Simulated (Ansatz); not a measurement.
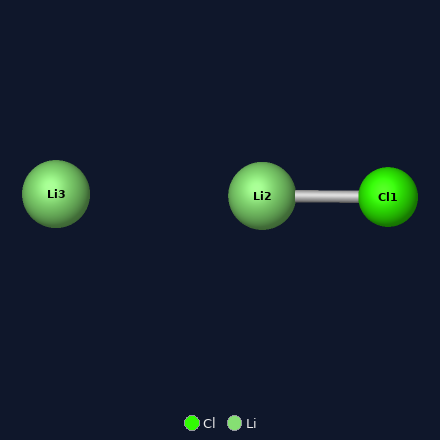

The system is Cl + Li₂, spin multiplicity 2; the picture shows the reference structure. Coordinates scanned: (1) distance Cl1–Li2; (2) distance Li2–Li3. Nothing is relaxed (the angle Cl1–Li2–Li3 is fixed at 180 degrees). The grid has 12 × 12 points. Energies are in kcal/mol, from the lowest grid point. Energies and slopes of some neighbouring points disagree (a jump in structure or state, or too coarse a mesh). The D4 coefficients can switch as the alkali atoms part, which puts small steps into the map. All numbers below come from Ansatz, UKS CAM-B3LYP-D4/def2-TZVPD.

Its coordinates:

```xyz
3

Cl   -2.0580    0.0000    0.0000
Li    0.0000    0.0000    0.0000
Li    3.3700    0.0000    0.0000
```

Range: distance Cl1–Li2 from 1.840 to 3.840 Å; distance Li2–Li3 from 2.048 to 4.048 Å.

> What will the energy surface look like?

The lowest grid point is at distance Cl1–Li2 = 2.058 Å, distance Li2–Li3 = 3.370 Å. The highest grid point, distance Cl1–Li2 = 3.840 Å, distance Li2–Li3 = 2.048 Å, lies 73.2 kcal/mol above the lowest.

| distance Li2–Li3 ↓, distance Cl1–Li2 → | 1.840 | 1.929 | 2.058 | 2.209 | 2.377 | 2.558 | 2.750 | 2.951 | 3.162 | 3.381 | 3.607 | 3.840 |
| --- | --- | --- | --- | --- | --- | --- | --- | --- | --- | --- | --- | --- |
| 4.048 | 6.2 | 2.7 | 1.7 | 4.1 | 9.2 | 15.8 | 22.7 | 28.7 | 35.6 | 42.6 | 49.0 | 54.9 |
| 3.815 | 5.5 | 2.0 | 0.9 | 3.3 | 8.3 | 14.8 | 21.6 | 27.5 | 34.1 | 41.0 | 47.3 | 53.2 |
| 3.589 | 5.0 | 1.5 | 0.3 | 2.6 | 7.6 | 14.1 | 21.1 | 26.9 | 32.9 | 39.6 | 45.9 | 51.7 |
| 3.370 | 4.7 | 1.2 | 0.0 | 2.2 | 7.1 | 13.6 | 20.8 | 27.7 | 33.4 | 39.4 | 45.5 | 51.2 |
| 3.159 | 5.1 | 1.6 | 0.3 | 2.5 | 7.4 | 13.8 | 20.9 | 28.2 | 35.1 | 41.6 | 47.7 | 53.3 |
| 2.958 | 5.7 | 2.1 | 0.9 | 3.0 | 7.9 | 14.3 | 21.4 | 28.6 | 35.6 | 42.2 | 48.3 | 53.9 |
| 2.766 | 6.8 | 3.2 | 2.0 | 4.1 | 8.9 | 15.3 | 22.4 | 29.6 | 36.6 | 43.2 | 49.3 | 54.9 |
| 2.585 | 8.6 | 5.1 | 3.9 | 6.1 | 10.9 | 17.3 | 24.4 | 31.6 | 38.6 | 45.2 | 51.3 | 56.8 |
| 2.417 | 11.3 | 7.8 | 6.7 | 9.0 | 13.8 | 20.2 | 27.4 | 34.6 | 41.6 | 48.2 | 54.3 | 59.9 |
| 2.266 | 14.9 | 11.5 | 10.5 | 12.8 | 17.7 | 24.2 | 31.4 | 38.6 | 45.7 | 52.3 | 58.4 | 64.0 |
| 2.137 | 19.1 | 15.8 | 14.8 | 17.3 | 22.3 | 28.8 | 36.1 | 43.4 | 50.5 | 57.2 | 63.3 | 68.9 |
| 2.048 | 22.8 | 19.5 | 18.7 | 21.2 | 26.3 | 32.9 | 40.2 | 47.6 | 54.7 | 61.4 | 67.6 | 73.2 |

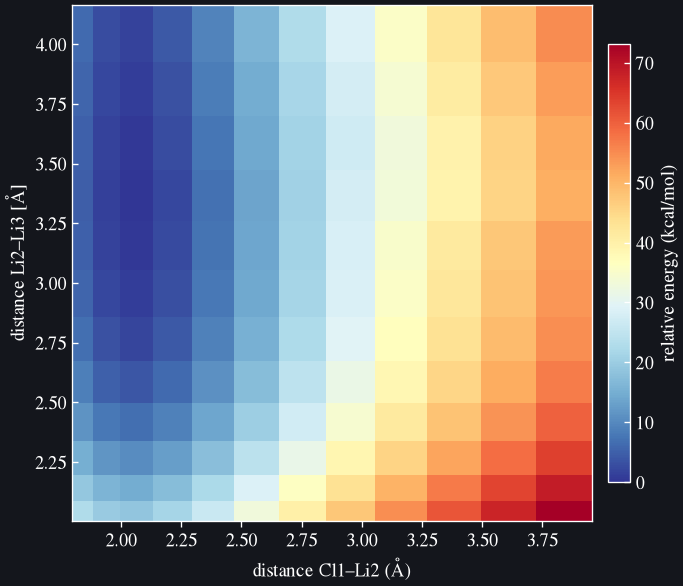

In the figure: one coloured cell a grid point.

Time for the 144 points that were run: 11 min on 1 thread of Intel(R) Xeon(R) Platinum 8259CL CPU @ 2.50GHz (Skylake/Cascade Lake), with other jobs on the host.
